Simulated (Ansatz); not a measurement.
A series of calculations on B$_{2}$NH$_{5}$O

### Relaxation

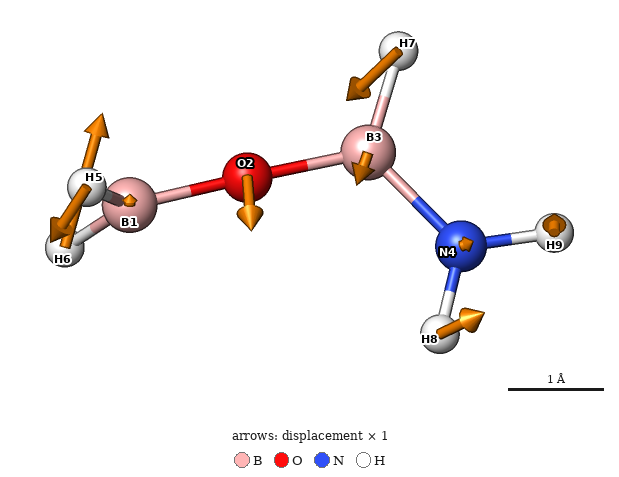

This is a relaxation of B2NH5O. The starting structure is drawn; orange arrows show the displacements, at their true length. The two geometries are superimposed by the best rigid fit.

The picture is a ball-and-stick view, seen at a tilt.

The run prepares an end point of a later path (torsion) calculation, from a guessed geometry.

Theory: RKS PBE0-D4/def2-SVP (Ansatz 0.2.0). (no spin polarisation; force threshold 0.015 eV/Å; at most 40 steps)

### Atoms of which element are displaced furthest, and by how much?

Hydrogen: up to 1.48 Å, against 0.72 Å for oxygen.

### What did the optimiser do to the structure, and how much energy did it gain?

The energy falls by 0.189 eV in 29 accepted moves (34 points after the start). Largest force component: 1.1 eV/Å at the start, 0.011 eV/Å at the end. The line search rejected the trial steps at points 11, 14, 20, 23, 31 of the run. The forces were under the threshold at step 5, but the run went on from there. The atom that moves furthest after the best rigid fit is H6 (1.48 Å). By element the largest moves are H 1.48 Å, O 0.72 Å, B 0.38 Å, N 0.16 Å. Near-neighbour distances that change, for instance: O2–B3 1.322 → 1.389 Å, B1–O2 1.294 → 1.349 Å, B1–H5 1.184 → 1.211 Å, B3–N4 1.403 → 1.391 Å. Among the angles between lasting bonds that change: B1–O2–B3 178.6° → 126.6°, O2–B1–H5 120.0° → 117.7°, O2–B3–N4 120.3° → 118.1°. Cost: 100 s on 1 thread of Intel(R) Xeon(R) Platinum 8259CL CPU @ 2.50GHz (Skylake/Cascade Lake) (shared host), peak memory 0.16 GiB.

### Relaxation

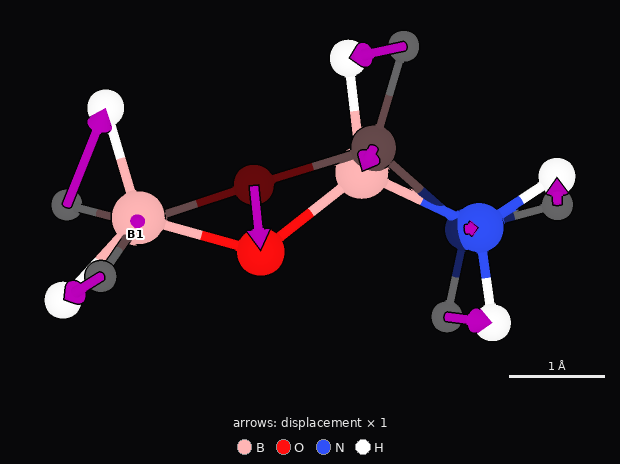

A relaxation of B₂NH₅O. The starting structure is drawn faded, the final one solid; purple arrows show the displacements, at their true length. The two geometries are superimposed by the best rigid fit.

Style: ball-and-stick. Shown at a tilt.

The run prepares an end point of a later path (torsion) calculation, from a guessed geometry.

The calculation used Ansatz 0.2.0, RKS PBE0-D4/def2-SVP. Set-up: no spin polarisation; force threshold 0.015 eV/Å; at most 40 steps.

> Describe the change and its energy.

Over 32 accepted moves (38 points after the start) the energy falls by 4.30 kcal/mol. Largest force component: 1.1 eV/Å at the start, 0.0079 eV/Å at the end. The line search rejected the trial steps at points 13, 21, 24, 28, 31, 36 of the run. The forces were under the threshold at step 6, but the run went on from there. An H atom moves most after the best rigid fit: 1.40 Å. Largest moves by element: H 1.40 Å, O 0.71 Å, B 0.35 Å, N 0.16 Å. Among the contacts that change: B–O 1.322 → 1.389 Å, B–O 1.294 → 1.349 Å, B–H 1.177 → 1.210 Å, B–N 1.403 → 1.391 Å. Among the angles between lasting bonds that change: B–O–B 178.6° → 126.8°, O–B–H 120.0° → 117.7°, O–B–N 120.3° → 118.1°. The run took 110 s on 1 thread of Intel(R) Xeon(R) Platinum 8259CL CPU @ 2.50GHz (Skylake/Cascade Lake), with other jobs on the host, peak memory 0.16 GiB.

### Path

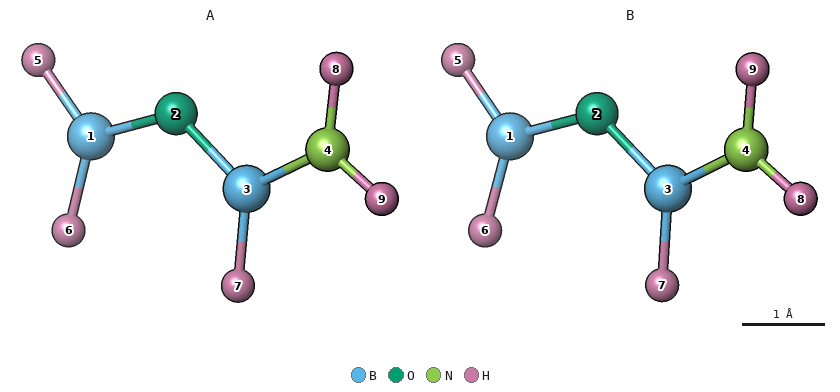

The two relaxed end points of a path for B₂NH₅O. Style: ball-and-stick. Shown from a free direction.

These are results of RKS PBE0-D4/def2-SVP (Ansatz 0.2.0), not measurements.

Input file:
```yaml
crystal:
  periodic: [false, false, false]
  atoms:
    - { symbol: B, position_ang: [-0.474485, 1.535091, -0.962761] }
    - { symbol: O, position_ang: [0.289236, 0.655531, -0.282053] }
    - { symbol: B, position_ang: [-0.119764, -0.563625, 0.242752] }
    - { symbol: "N", position_ang: [0.807148, -1.312238, 0.960478] }
    - { symbol: H, position_ang: [0.053114, 2.551054, -1.358673] }
    - { symbol: H, position_ang: [-1.649775, 1.303878, -1.163298] }
    - { symbol: H, position_ang: [-1.249754, -0.964991, 0.080234] }
    - { symbol: H, position_ang: [1.757885, -0.997667, 1.11072] }
    - { symbol: H, position_ang: [0.586396, -2.207033, 1.372592] }
basis:
  gaussian: { orbitals: def2-SVP }
hamiltonian:
  xc: pbe0
  dispersion: d4
neb:
  order_check: false
  images: 7
  f_tol: 0.05
  max_iterations: 55
  initial_path: idpp
  final_atoms:
    - { symbol: B, position_ang: [-0.47643574, 1.53860075, -0.95594523] }
    - { symbol: O, position_ang: [0.29501282, 0.63764728, -0.31355851] }
    - { symbol: B, position_ang: [-0.11313639, -0.57956041, 0.21739335] }
    - { symbol: "N", position_ang: [0.80461349, -1.30718849, 0.96795481] }
    - { symbol: H, position_ang: [0.05881426, 2.54131642, -1.37462662] }
    - { symbol: H, position_ang: [-1.66653573, 1.34130679, -1.09898022] }
    - { symbol: H, position_ang: [-1.23390038, -0.99694419, 0.03092744] }
    - { symbol: H, position_ang: [0.58508389, -2.19839745, 1.3883303] }
    - { symbol: H, position_ang: [1.74648479, -0.9767807, 1.13849568] }
```

Run as
```bash
ansatz run input.yaml --threads 1 --pin off --max-ram 2048MiB --backend cpu --events-out ev --progress --plain --runs-dir out
```

**What barrier does the band find between them, and by what path?**

The two ends have nearly the same energy, and the highest point, image 4, lies 24.8 kcal/mol above the start. The motion is a rotation about the B3–N4 bond by about 180°. No bond forms or breaks between the ends. Among the angles between lasting bonds that change up to the highest image: B3–N4–H9 122.8° → 109.9°, B3–N4–H8 122.3° → 110.0°. The band converged in 14 iterations. The largest component of the band force went from 1.4 to 0.015 eV/Å. The climbing image converged on the top of the path. Its vibrational analysis gives one imaginary mode (599i cm⁻¹), as a transition state must have.

Energies of the converged images:

```json
{"image": "0", "path (Å)": "0.00", "E (kcal/mol)": "0.0"}
{"image": "1", "path (Å)": "0.48", "E (kcal/mol)": "2.0"}
{"image": "2", "path (Å)": "0.95", "E (kcal/mol)": "9.8"}
{"image": "3", "path (Å)": "1.43", "E (kcal/mol)": "20.1"}
{"image": "4", "path (Å)": "1.91", "E (kcal/mol)": "24.8"}
{"image": "5", "path (Å)": "2.39", "E (kcal/mol)": "20.0"}
{"image": "6", "path (Å)": "2.87", "E (kcal/mol)": "9.8"}
{"image": "7", "path (Å)": "3.35", "E (kcal/mol)": "2.0"}
{"image": "8", "path (Å)": "3.83", "E (kcal/mol)": "0.0"}
```

The geometry at the top of the path:

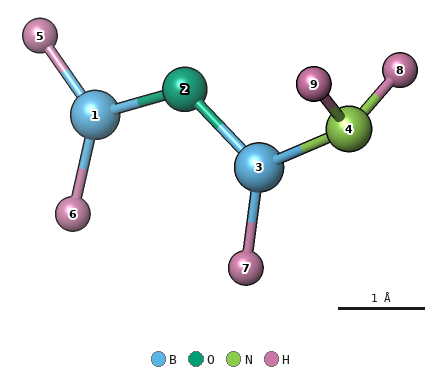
